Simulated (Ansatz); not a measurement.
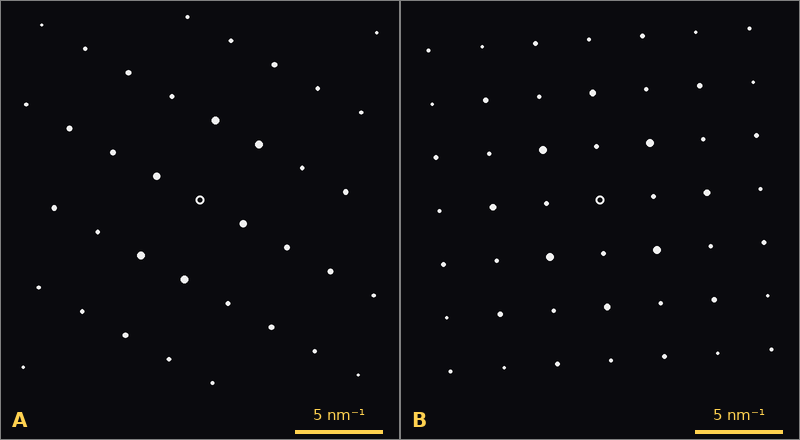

Kinematic electron diffraction patterns (200 kV, B = 0.5 Å², same scale, each along a low-index zone) of two structures of composition AgP, each relaxed at zero pressure with DFT PBE, scalar-relativistic, plane waves, PAW in Ansatz.

The structures (standard cells):
1. Pm-3m (No. 221), a = 3.245 Å, 2 atoms; generated start, possibly hypothetical
2. P-6m2 (No. 187), a = 4.052 Å, c = 2.710 Å (hexagonal axes), 2 atoms; generated start, possibly hypothetical

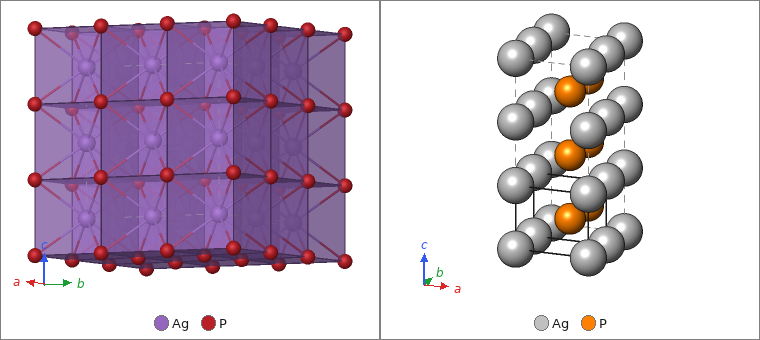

Drawings of the structures 1 to 2, from left to right (each may span several cells).

Which pattern belongs to which structure, and along which zone?

A is structure 2 along [101] or an equivalent direction: centred rectangular net of 0 1 0 at d = 3.51 Å and 1 0 -1 at d = 2.14 Å, 72.2° apart. B is structure 1 along [001] or an equivalent direction: square net of 1 0 0 at d = 3.24 Å and 0 1 0 at d = 3.24 Å, 90.0° apart.

Which structure lies lowest at this level of theory, and by how much?

Structure 2 (P-6m2, 19.27 Å³ an atom) is the lowest of these; structure 1 (Pm-3m, 17.08 Å³ an atom) lies about 150 meV an atom higher. These are static energies at 0 K; other structures, not shown, may lie lower still.
